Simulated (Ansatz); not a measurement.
# SiO (singlet): density functionals in cc-pVTZ

What do functionals of several rungs give for SiO (singlet)?

Method: cc-pVTZ, all electrons in the functionals, frozen cores in the correlation of double hybrids and RPA; program: Ansatz 0.2.0, Gaussian basis.

To be run: PBE, BLYP, r2SCAN, PBE0, B3LYP, CAM-B3LYP, wB97M-V, B2PLYP, RPA-PBE.

1 further run of the same task is left out (set aside as unsound or not needed).

## Step 1: What is computed

The geometry is a PBE0/def2-TZVP stationary point (not a proven minimum).

2 atoms, charge 0, spin multiplicity 1.

Atoms are counted from 1 here; the program's logs count them from 0.

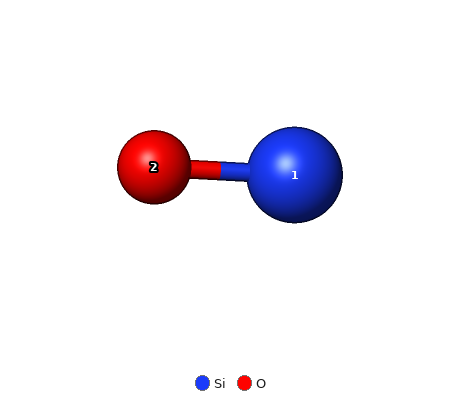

The geometry (silicon blue, oxygen red); atoms are numbered from 1 in the order of the file.

Geometry (Å):

```csv
atom,x (Å),y (Å),z (Å)
Si1,0.0000,0.0000,0.0000
O2,0.0000,0.0000,1.5088
```

No dispersion term is added; wB97M-V holds VV10 nonlocal correlation. B3LYP takes the VWN-RPA correlation.

## Step 2: PBE (restricted)

Contents of in.yaml:

```yaml
crystal:
  periodic: [false, false, false]
  atoms:
    - {symbol: Si, position_ang: [0.000000, 0.000000, 0.000000]}
    - {symbol: O, position_ang: [0.000000, 0.000000, 1.508831]}
basis:
  gaussian: {orbitals: cc-pVTZ}
hamiltonian: {xc: {name: PBE}}
output: {orbitals: {seedname: orbitals}}
```

Started as:

```console
$ ansatz run in.yaml --threads 1 --pin off --events-out ev --progress --plain --max-ram 2176MiB
```

Standard output:

```text
Functional definition: PBE
  name "PBE"
  cite "Perdew, Burke & Ernzerhof, Phys. Rev. Lett. 77, 3865 (1996) doi:10.1103/PhysRevLett.77.3865"
  parent pbe
  parameter kappa = 0.804
  parameter beta = 0.06672455060314922
  exchange = pbe_x(kappa = kappa, mu = beta*pi^2/3)
  correlation = pbe_c(beta = beta)
442 factors; their error is unknown
mean field evaluation 1: about -9909.2582 eV, gradient 7.5e1 eV
mean field evaluation 2: about -9741.9739 eV, gradient 2.0e2 eV
mean field evaluation 4: about -9918.9646 eV, gradient 1.7e1 eV
mean field evaluation 8: about -9919.6642 eV, gradient 1.6e-1 eV
mean field evaluation 16: about -9919.6362 eV, gradient 1.6e-5 eV
mean field -9919.63624444 eV, -364.5399082121 hartree, gradient 1.6e-5 eV, S^2 0.000000; 0 other end points of the search recorded, 0 dependent functions left out
reference -9919.63626671 eV, -364.5399090307 hartree; 11, 11 occupied and 53, 53 virtual orbitals, 442 factors
Total energy: -9919.63626671 eV, -364.5399090307 hartree
```

Wall time 0.27 s (1 thread of Intel Xeon 6975P-C, shared host).

## Step 3: BLYP (restricted)

Edit in.yaml of step 2 so:

```diff
@@ -7,3 +7,2 @@
   gaussian: {orbitals: cc-pVTZ}
-hamiltonian: {xc: {name: PBE}}
-output: {orbitals: {seedname: orbitals}}
+hamiltonian: {xc: {name: BLYP}}
```

The command is unchanged.

Standard output:

```text
Functional definition: BLYP
  name "BLYP"
  cite "Becke, Phys. Rev. A 38, 3098 (1988) doi:10.1103/PhysRevA.38.3098"
  cite "Lee, Yang & Parr, Phys. Rev. B 37, 785 (1988) doi:10.1103/PhysRevB.37.785"
  parameter beta = 0.0042
  parameter a = 0.04918
  parameter b = 0.132
  parameter c = 0.2533
  parameter d = 0.349
  exchange = b88_x(beta = beta)
  correlation = lyp_c(a = a, b = b, c = c, d = d)
442 factors; their error is unknown
mean field evaluation 1: about -9914.6165 eV, gradient 7.9e1 eV
mean field evaluation 2: about -9740.1908 eV, gradient 2.0e2 eV
mean field evaluation 4: about -9924.9559 eV, gradient 1.9e1 eV
mean field evaluation 8: about -9925.8705 eV, gradient 2.2e-1 eV
mean field evaluation 16: about -9925.8421 eV, gradient 2.8e-5 eV
mean field -9925.84213282 eV, -364.7679704039 hartree, gradient 2.8e-5 eV, S^2 0.000000; 0 other end points of the search recorded, 0 dependent functions left out
reference -9925.84233599 eV, -364.7679778700 hartree; 11, 11 occupied and 53, 53 virtual orbitals, 442 factors
Total energy: -9925.84233599 eV, -364.7679778700 hartree
```

It took 0.27 s on 1 thread of Intel Xeon 6975P-C, shared host.

## Step 4: r2SCAN (restricted)

Edit in.yaml of step 3 so:

```diff
@@ -7,2 +7,3 @@
   gaussian: {orbitals: cc-pVTZ}
-hamiltonian: {xc: {name: BLYP}}
+hamiltonian: {xc: {name: r2SCAN}}
+output: {forces: true}
```

The command is unchanged.

Standard output, cut to the lines that bear on the results:

```text
Functional definition: r2SCAN
  name "r2SCAN"
  cite "Furness, Kaplan, Ning, Perdew & Sun, J. Phys. Chem. Lett. 11, 8208 (2020) doi:10.1021/acs.jpclett.0c02405"
  cite "Furness, Kaplan, Ning, Perdew & Sun, J. Phys. Chem. Lett. 11, 9248 (2020) doi:10.1021/acs.jpclett.0c03077"
  parent r2scan
[...]
442 factors; their error is unknown
[...]
mean field -9923.88940262 eV, -364.6962088923 hartree, gradient 2.2e-5 eV, S^2 0.000000; 0 other end points of the search recorded, 0 dependent functions left out
[...]
reference -9923.88940917 eV, -364.6962091333 hartree; 11, 11 occupied and 53, 53 virtual orbitals, 442 factors
Total energy: -9923.88940917 eV, -364.6962091333 hartree
Atom 0 at     0.000000     0.000000     0.000000 Å, force    -0.000000     0.000000    -0.718449 eV/Å
Atom 1 at     0.000000     0.000000     1.508831 Å, force     0.000000    -0.000000     0.718449 eV/Å
Dipole moment:    -0.000000    -0.000000    -0.572453 e Å
```

It took 0.66 s on 1 thread of Intel Xeon 6975P-C, shared host.

## Step 5: PBE0 (restricted)

Edit in.yaml of step 4 so:

```diff
@@ -7,3 +7,3 @@
   gaussian: {orbitals: cc-pVTZ}
-hamiltonian: {xc: {name: r2SCAN}}
-output: {forces: true}
+hamiltonian: {xc: {name: PBE0}}
+output: {forces: true, orbitals: {seedname: orbitals}}
```

The command is unchanged.

Standard output, cut to the lines that bear on the results:

```text
Functional definition: PBE0
  name "PBE0"
  cite "Adamo & Barone, J. Chem. Phys. 110, 6158 (1999) doi:10.1063/1.478522"
  cite "Perdew, Burke & Ernzerhof, Phys. Rev. Lett. 77, 3865 (1996) doi:10.1103/PhysRevLett.77.3865"
  parent pbe
[...]
451 factors; their error is unknown
[...]
mean field -9920.04502953 eV, -364.5549307873 hartree, gradient 3.1e-5 eV, S^2 0.000000; 0 other end points of the search recorded, 0 dependent functions left out
[...]
reference -9920.04504638 eV, -364.5549314066 hartree; 11, 11 occupied and 53, 53 virtual orbitals, 451 factors
Total energy: -9920.04504638 eV, -364.5549314066 hartree
Atom 0 at     0.000000     0.000000     0.000000 Å, force    -0.000000     0.000000    -0.326207 eV/Å
Atom 1 at     0.000000     0.000000     1.508831 Å, force     0.000000    -0.000000     0.326207 eV/Å
Dipole moment:    -0.000000    -0.000000    -0.608180 e Å
```

Run time: 0.39 s. Hardware: 1 thread of Intel Xeon 6975P-C, shared host.

## Step 6: B3LYP (restricted)

Edit in.yaml of step 5 so:

```diff
@@ -7,3 +7,2 @@
   gaussian: {orbitals: cc-pVTZ}
-hamiltonian: {xc: {name: PBE0}}
-output: {forces: true, orbitals: {seedname: orbitals}}
+hamiltonian: {xc: {name: B3LYP}}
```

Launched as before.

Standard output:

```text
Functional definition: B3LYP
  name "B3LYP"
  cite "Stephens, Devlin, Chabalowski & Frisch, J. Phys. Chem. 98, 11623 (1994) doi:10.1021/j100096a001"
  cite "Becke, Phys. Rev. A 38, 3098 (1988) doi:10.1103/PhysRevA.38.3098"
  cite "Lee, Yang & Parr, Phys. Rev. B 37, 785 (1988) doi:10.1103/PhysRevB.37.785"
  cite "Vosko, Wilk & Nusair, Can. J. Phys. 58, 1200 (1980) doi:10.1139/p80-159"
  parameter a0 = 0.2
  parameter ax = 0.72
  parameter ac = 0.81
  exchange = (1 - a0 - ax)*slater_x + ax*b88_x + a0*exact_x
  correlation = (1 - ac)*vwn_rpa_c + ac*lyp_c
451 factors; their error is unknown
mean field evaluation 1: about -9916.9613 eV, gradient 7.1e1 eV
mean field evaluation 2: about -9798.1806 eV, gradient 2.0e2 eV
mean field evaluation 4: about -9926.1414 eV, gradient 5.8e0 eV
mean field evaluation 8: about -9926.2227 eV, gradient 1.3e-2 eV
mean field -9926.24174839 eV, -364.7826560048 hartree, gradient 1.6e-5 eV, S^2 0.000000; 0 other end points of the search recorded, 0 dependent functions left out
reference -9926.24189996 eV, -364.7826615751 hartree; 11, 11 occupied and 53, 53 virtual orbitals, 451 factors
Total energy: -9926.24189996 eV, -364.7826615751 hartree
```

Wall time 0.3 s (1 thread of Intel Xeon 6975P-C, shared host).

## Step 7: CAM-B3LYP (restricted)

Edit in.yaml of step 6 so:

```diff
@@ -7,2 +7,2 @@
   gaussian: {orbitals: cc-pVTZ}
-hamiltonian: {xc: {name: B3LYP}}
+hamiltonian: {xc: {name: CAM-B3LYP}}
```

Same command.

Standard output, cut to the lines that bear on the results:

```text
Functional definition: CAM-B3LYP
  name "CAM-B3LYP"
  cite "Yanai, Tew & Handy, Chem. Phys. Lett. 393, 51 (2004) doi:10.1016/j.cplett.2004.06.011"
  cite "Iikura, Tsuneda, Yanai & Hirao, J. Chem. Phys. 115, 3540 (2001) doi:10.1063/1.1383587"
  cite "Becke, Phys. Rev. A 38, 3098 (1988) doi:10.1103/PhysRevA.38.3098"
  cite "Lee, Yang & Parr, Phys. Rev. B 37, 785 (1988) doi:10.1103/PhysRevB.37.785"
  cite "Vosko, Wilk & Nusair, Can. J. Phys. 58, 1200 (1980) doi:10.1139/p80-159"
[...]
  # Exact exchange under (alpha + beta erf(omega r))/r, Becke's under what is left of 1/r.
[...]
451 factors; their error is unknown
90 factors; integrals over basis functions are off by at most 7.8e-5 eV
[...]
mean field -9925.23369797 eV, -364.7456108354 hartree, gradient 5.7e-6 eV, S^2 0.000000; 0 other end points of the search recorded, 0 dependent functions left out
reference -9925.23377191 eV, -364.7456135525 hartree; 11, 11 occupied and 53, 53 virtual orbitals, 451 factors
Total energy: -9925.23377191 eV, -364.7456135525 hartree
```

Run time: 0.39 s. Hardware: 1 thread of Intel Xeon 6975P-C, shared host.

## Step 8: wB97M-V (restricted)

Edit in.yaml of step 7 so:

```diff
@@ -7,2 +7,3 @@
   gaussian: {orbitals: cc-pVTZ}
-hamiltonian: {xc: {name: CAM-B3LYP}}
+hamiltonian: {xc: {name: wB97M-V}}
+output: {forces: true, orbitals: {seedname: orbitals}}
```

Launched as before.

Standard output, cut to the lines that bear on the results:

```text
Functional definition: wB97M-V
  name "wB97M-V"
  cite "Mardirossian & Head-Gordon, J. Chem. Phys. 144, 214110 (2016) doi:10.1063/1.4952647"
  cite "Becke, J. Chem. Phys. 107, 8554 (1997) doi:10.1063/1.475007"
  cite "Vydrov & Van Voorhis, J. Chem. Phys. 133, 244103 (2010) doi:10.1063/1.3521275"
  # Of w^i u^j: cxij and so on, Table III.
[...]
  gx(w, u) = 1 - cx + cx01*u + cx10*w
  gss(w, u) = css00 + css04*u^4 + css10*w + css20*w^2 + css43*w^4*u^3
  gos(w, u) = cos00 + cos10*w + (cos20 + cos21*u)*w^2 + (cos60 + cos61*u)*w^6
[...]
      + integral(e_c_pw_mod_opposite_spin*gos(b97_w_opposite, b97_u_opposite)) + vv10(b, c)
451 factors; their error is unknown
79 factors; integrals over basis functions are off by at most 1.3e-4 eV
[...]
mean field -9924.87647789 eV, -364.7324832395 hartree, gradient 2.4e-5 eV, S^2 0.000000; 0 other end points of the search recorded, 0 dependent functions left out
[...]
reference -9924.87650569 eV, -364.7324842613 hartree; 11, 11 occupied and 53, 53 virtual orbitals, 451 factors
Total energy: -9924.87650569 eV, -364.7324842613 hartree
Atom 0 at     0.000000     0.000000     0.000000 Å, force    -0.000000     0.000000    -0.256958 eV/Å
Atom 1 at     0.000000     0.000000     1.508831 Å, force     0.000000     0.000000     0.256958 eV/Å
Dipole moment:    -0.000000    -0.000000    -0.647367 e Å
```

Run time: 1.1 s. Hardware: 1 thread of Intel Xeon 6975P-C, shared host.

## Step 9: B2PLYP (restricted)

Edit in.yaml of step 8 so:

```diff
@@ -7,3 +7,3 @@
   gaussian: {orbitals: cc-pVTZ}
-hamiltonian: {xc: {name: wB97M-V}}
-output: {forces: true, orbitals: {seedname: orbitals}}
+hamiltonian: {xc: {name: B2PLYP}}
+correlation: {electrons: outside_noble_gas}
```

Same command.

Standard output, cut to the lines that bear on the results:

```text
Functional definition: B2PLYP
  name "B2PLYP"
  cite "Grimme, J. Chem. Phys. 124, 034108 (2006) doi:10.1063/1.2148954"
  cite "Becke, Phys. Rev. A 38, 3098 (1988) doi:10.1103/PhysRevA.38.3098"
  cite "Lee, Yang & Parr, Phys. Rev. B 37, 785 (1988) doi:10.1103/PhysRevB.37.785"
[...]
391 factors; integrals over basis functions are off by at most 1.8e-3 eV
[...]
mean field -9918.29525090 eV, -364.4906276085 hartree, gradient 8.7e-7 eV, S^2 0.000000; 0 other end points of the search recorded, 0 dependent functions left out
6 core orbitals not correlated: weight in the atoms' cores, before any rotation towards them, 1.000 or more for the frozen orbitals, at most 0.000 for the correlated occupied ones
reference -9918.29534712 eV, -364.4906311445 hartree; 5, 5 occupied and 53, 53 virtual orbitals, 391 factors
second order -11.53334019 eV of doubles, -0.00000000 eV of singles
Total energy: -9921.40934897 eV, -364.6050686018 hartree
```

Wall time 0.51 s (1 thread of Intel Xeon 6975P-C, shared host).

## Step 10: RPA-PBE

Edit in.yaml of step 9 so:

```diff
@@ -7,3 +7,3 @@
   gaussian: {orbitals: cc-pVTZ}
-hamiltonian: {xc: {name: B2PLYP}}
-correlation: {electrons: outside_noble_gas}
+hamiltonian: {xc: {name: PBE}}
+correlation: {method: rpa, electrons: outside_noble_gas}
```

Launched as before.

Standard output, cut to the lines that bear on the results:

```text
Functional definition: PBE
  name "PBE"
  cite "Perdew, Burke & Ernzerhof, Phys. Rev. Lett. 77, 3865 (1996) doi:10.1103/PhysRevLett.77.3865"
  parent pbe
[...]
391 factors; integrals over basis functions are off by at most 1.8e-3 eV
[...]
mean field -9919.63623966 eV, -364.5399080367 hartree, gradient 6.9e-6 eV, S^2 0.000000; 0 other end points of the search recorded, 0 dependent functions left out
6 core orbitals not correlated: weight in the atoms' cores, before any rotation towards them, 1.000 or more for the frozen orbitals, at most 0.000 for the correlated occupied ones
reference -9899.89055033 eV, -363.8142673377 hartree; 5, 5 occupied and 53, 53 virtual orbitals, 391 factors
Total energy: -9914.11157012 eV, -364.3368801759 hartree
```

Run time: 0.51 s. Hardware: 1 thread of Intel Xeon 6975P-C, shared host.

## Step 11: Side by side

```csv
functional,energy (eV),⟨S²⟩,time
PBE,-9919.6363,0.000,0.27 s
BLYP,-9925.8423,0.000,0.27 s
r2SCAN,-9923.8894,0.000,0.66 s
PBE0,-9920.0450,0.000,0.39 s
B3LYP,-9926.2419,0.000,0.3 s
CAM-B3LYP,-9925.2338,0.000,0.39 s
wB97M-V,-9924.8765,0.000,1.1 s
B2PLYP,-9921.4093,0.000,0.51 s
RPA-PBE,-9914.1116,0.000,0.51 s
```

Orbital levels of the runs that wrote orbitals: PBE HOMO -7.36, LUMO -2.71 eV; PBE0 HOMO -8.74, LUMO -1.88 eV; wB97M-V HOMO -10.95, LUMO 0.24 eV.

## Step 12: Outcome

```
                quantity                      value
spread of total energies                    12.1 eV
       quickest, slowest  PBE 0.27 s, wB97M-V 1.1 s
```

**Reading.** Total energies of different functionals can't be ranked; only differences within one functional count.
